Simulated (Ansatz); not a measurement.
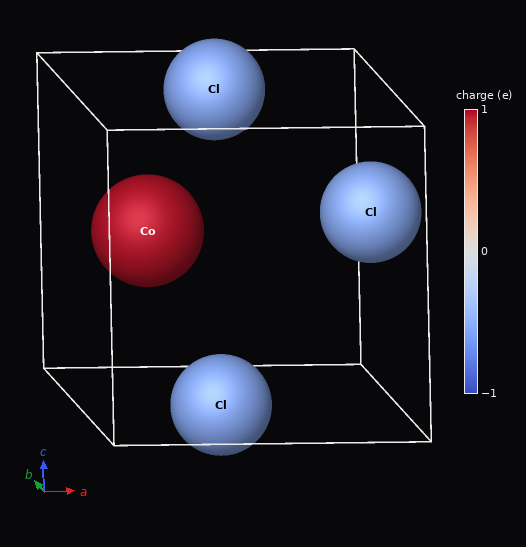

Spheres-only representation of a periodic structure, projected slightly off an axis. The edges of the simulation cell are marked. The atoms of this CoCl2 cell are coloured by their Bader charge.

Computed with Ansatz, DFT, PAW plane waves, r2SCAN. Settings: plane-wave cutoff 500 eV, a 5×5×5 mesh of k-points, Fermi-Dirac smearing of 0.084 eV, no spin polarisation (a spin-restricted run, not always the ground state).

Interpret the colouring.

Most positive: Co; most negative: Cl. Charges: about Co +1.0 e; Cl -0.5 e.

The geometry is that of a made-up disordered cell, without relaxation. A calculation with Ansatz used it as input.

At this level of theory the cell isn't at rest (forces up to 2.5 eV/Å), so its distances can differ from those at equilibrium, the more so the softer the solid.
